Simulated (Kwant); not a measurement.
Model system: Aharonov-Bohm ring in a Si two-dimensional gas. Effective mass 0.19 mₑ, grid spacing 3.3 nm, hard walls, nominal width 40 nm (13 grid rows, so walls 46.2 nm apart), one parabolic valley, scattering region 260 nm long along x; energies count from the band bottom; Fermi energy 0.00655 eV. Ring of mean radius 84 nm, arms as wide as the leads. Perpendicular field swept from 0 to 0.81 T, none in the leads; orbital effect alone.

Constants are typed, rounded textbook-type inputs, not results; the design itself was drawn at random and stands for no fabricated device.

Model: effective-mass tight-binding model on a square grid, one spin, coherent transport at 0 K (Kwant). Conductance is in e²/h.

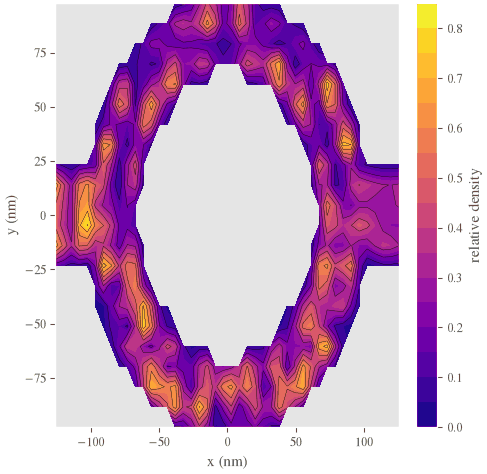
*Density of the scattering states that come in from the left lead, at field = 0.60978 T, in bins, relative to the largest site value*

The conductance there is 1.64 e²/h with 2 open channel(s) in the leads.
